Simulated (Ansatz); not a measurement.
# r2SCAN0/def2-SVPD run of SiHCl3 (trichlorosilane)

What is the electronic atomisation energy of SiHCl3 (trichlorosilane) at r2SCAN0/def2-SVPD? 

Program for the calculation: Ansatz 0.2.0.

44 further runs of the same task are left out: 2 that didn't finish, 42 set aside as unsound or not needed.

### Step 1. The system as given

SiHCl3 has 5 atoms, charge 0, and is taken as a singlet. As SMILES, `Cl[SiH](Cl)Cl`. Geometry: relaxed at PBE0-D4/def2-TZVP.

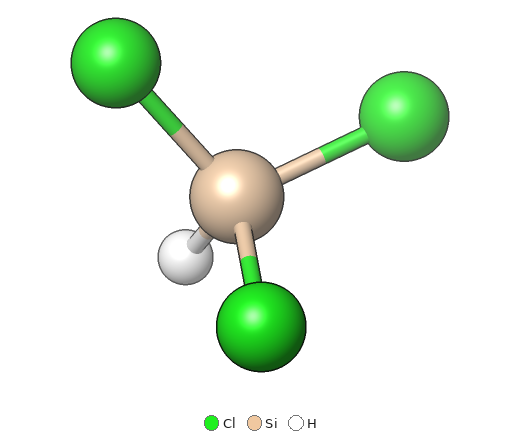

The structure, seen from a chosen angle (chlorine green, silicon light orange, hydrogen white).

### Step 2. A single-point energy at r2SCAN0/def2-SVPD

File in.yaml:

```yaml
crystal:
  periodic: [false, false, false]
  atoms:
    - {symbol: Cl, position_ang: [1.690930, -0.571430, 0.891880]}
    - {symbol: Si, position_ang: [-0.081300, -0.012690, 0.075440]}
    - {symbol: Cl, position_ang: [0.017700, 1.933700, -0.491290]}
    - {symbol: Cl, position_ang: [-0.476020, -1.170520, -1.544190]}
    - {symbol: H, position_ang: [-1.151310, -0.179060, 1.068150]}
basis:
  gaussian:
    orbitals: def2-SVPD
output: {orbitals: {seedname: orbitals}}
accuracy: high
hamiltonian:
  xc: {name: r2SCAN0}
```

On the command line:

```console
ansatz run in.yaml --threads 1 --pin off --max-ram 3480MiB --events-out events.jsonl --progress --plain --runs-dir runs
```

Standard output:

```text
Warning: RAYON_NUM_THREADS=1 ignored (pool sized by the plan → 1); use --threads N
Functional definition: r2SCAN0
  name "r2SCAN0"
  parameter a = 0.25
  parameter k0 = 0.174
  parameter k1 = 0.065
  parameter a1 = 4.9479
  exchange = (1 - a)*r2scan_x(k0 = k0, k1 = k1, a1 = a1) + a*exact_x
  correlation = r2scan_c
2081 factors; integrals over basis functions are off by at most 3.4e-9 eV
mean field evaluation 1: about -45448.3040 eV, gradient 1.5e1 eV
mean field evaluation 2: about -45448.3485 eV, gradient 1.4e1 eV
mean field evaluation 4: about -45448.8264 eV, gradient 3.6e-1 eV
mean field evaluation 8: about -45448.9614 eV, gradient 1.5e-2 eV
mean field evaluation 16: about -45448.9614 eV, gradient 1.7e-6 eV
mean field -45448.96136662 eV, -1670.2185238109 hartree, gradient 4.2e-8 eV, S^2 0.000000; 0 other end points of the search recorded, 0 dependent functions left out
reference -45448.96136739 eV, -1670.2185238390 hartree; 33, 33 occupied and 80, 80 virtual orbitals, 2081 factors
Total energy: -45448.96136739 eV, -1670.2185238390 hartree
```

Wall time 12 s (1 thread of Intel Xeon 6975P-C (Granite Rapids), shared host); peak memory 0.5 GiB.

### Step 3. The Cl atom

File molecule.yaml:

```yaml
basis:
  gaussian:
    orbitals: def2-SVPD
crystal:
  periodic: [false, false, false]
  atoms:
    - symbol: Cl
      position_ang: [0.000000, 0.000000, 0.000000]
magnetization:
  spin_polarized: true
  initial_magnetization: 1
hamiltonian:
  xc: {name: r2SCAN0}
accuracy: high
```

Run the same way, it converges to -459.96676 Eh (log not shown).

### Step 4. The H atom

File molecule.yaml:

```yaml
crystal:
  periodic: [false, false, false]
  atoms:
    - symbol: H
      position_ang: [0.000000, 0.000000, 0.000000]
basis:
  gaussian: {orbitals: def2-SVPD}
magnetization: {spin_polarized: true, initial_magnetization: 1}
hamiltonian: {xc: {name: r2SCAN0}}
accuracy: high
```

On the command line:

```console
ansatz run molecule.yaml --threads 1 --pin off --max-ram 3480MiB --events-out events.jsonl --progress --plain --runs-dir runs
```

Standard output, shortened:

```text
Warning: RAYON_NUM_THREADS=1 ignored (pool sized by the plan → 1); use --threads N
[... 8 set-up lines as earlier in the session ...]
33 factors; integrals over basis functions are off by at most 4.9e-10 eV
mean field evaluation 1: about -13.5811 eV, gradient 5.2e-1 eV
mean field evaluation 2: about -13.5846 eV, gradient 5.8e-2 eV
mean field evaluation 4: about -13.5846 eV, gradient 1.3e-5 eV
mean field evaluation 8: about -13.5846 eV, gradient 1.1e-9 eV
mean field -13.58464121 eV, -0.4992263564 hartree, gradient 1.0e-9 eV, S^2 0.750000; 0 other end points of the search recorded, 0 dependent functions left out
reference -13.58464187 eV, -0.4992263807 hartree; 1, 0 occupied and 7, 8 virtual orbitals, 33 factors
Total energy: -13.58464187 eV, -0.4992263807 hartree
```

Run time: 0.2 s. Hardware: 1 thread of Intel Xeon 6975P-C (Granite Rapids), shared host.

### Step 5. The Si atom, same level

File run.yaml:

```yaml
basis:
  gaussian: {orbitals: def2-SVPD}
crystal:
  periodic: [false, false, false]
  atoms:
    - symbol: Si
      position_ang: [0.000000, 0.000000, 0.000000]
magnetization: {spin_polarized: true, initial_magnetization: 2}
hamiltonian: {xc: {name: r2SCAN0}}
accuracy: high
```

Run the same way, it converges to -289.24431 Eh (log not shown).

### Step 6. Summary of results

At r2SCAN0/def2-SVPD:

```
                     quantity           value
       molecule: total energy  -1670.21852 Eh
        molecule: HOMO energy        -9.75 eV
        molecule: LUMO energy        -0.09 eV
      molecule: HOMO–LUMO gap         9.65 eV
        Cl atom: total energy   -459.96676 Eh
                Cl atom: ⟨S²⟩           0.754
         H atom: total energy     -0.49923 Eh
                 H atom: ⟨S²⟩           0.750
        Si atom: total energy   -289.24431 Eh
                Si atom: ⟨S²⟩           2.009
electronic atomisation energy       15.638 eV
```

Taking the molecule apart into free atoms costs 15.64 eV (361 kcal/mol), before zero-point energy and without spin-orbit coupling.
